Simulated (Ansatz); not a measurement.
Molecule (SMILES): N#[N+][O-].
Atoms: N1, N2, O3. Bonds: N1-N2, N2-O3.

Basis-set convergence of the harmonic zero-point energy at MP2 with Ansatz (a program for electronic structure). Each level at its own minimum, finite differences of forces, unscaled; the reference is a large set that could be run, not a limit. Cartesian d functions, on some or all atoms, in 6-31G*; all else is spherical. Cores are frozen. No added dispersion term, no relativity. Reference: the value in def2-QZVPP, 6.75 kcal/mol, itself unsure by roughly 0.04 kcal/mol (its mean distance from cc-pVQZ, aug-cc-pVTZ, def2-TZVPPD). Deviations are taken from unrounded values.

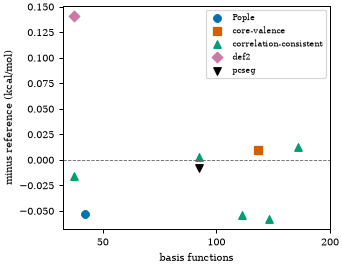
Figure. Deviation from the reference against the number of basis functions, by family of sets.

| basis | functions | harmonic zero-point energy (kcal/mol) | minus reference (kcal/mol) |
|---|---|---|---|
| cc-pVDZ | 42 | 6.73 | -0.02 |
| def2-SVP | 42 | 6.89 | 0.14 |
| 6-31G* | 45 | 6.70 | -0.05 |
| cc-pVTZ | 90 | 6.75 | 0.00 |
| pcseg-2 | 90 | 6.74 | -0.01 |
| jun-cc-pV(T+d)Z | 117 | 6.70 | -0.05 |
| cc-pCVTZ | 129 | 6.76 | 0.01 |
| aug-cc-pVTZ | 138 | 6.69 | -0.06 |
| cc-pVQZ | 165 | 6.76 | 0.01 |
